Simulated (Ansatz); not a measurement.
The starting structures come from a database of crystals and need not be the phases stable at ambient conditions.

 Where the default PAW files enter, the runs use the earlier of Ansatz's two default sets.

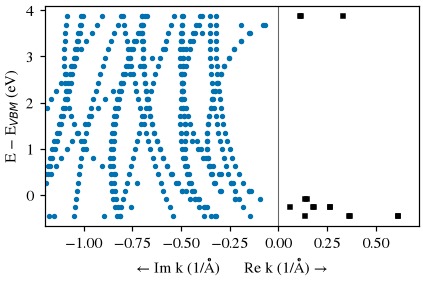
Figure: Complex bands at the centre of the two-dimensional zone; r2SCAN (Ansatz, a first-principles code)

The gap is the functional's own, uncorrected, and κ follows it; spin-orbit coupling is left out. Mid-gap values are interpolated between the computed energies.

Q: This is BaZrO$_{3}$ (I4/mcm, not sure to be the ambient phase, 10 atoms a cell, 14.9 Å³ an atom) along the normal of (110). Read off the slowest decay at the centre of the two-dimensional zone at 1.89 eV, the computed energy nearest the middle of the gap.

A: κ ≈ 0.30 1/Å, a decay length 1/(2κ) of the density of 1.7 Å.
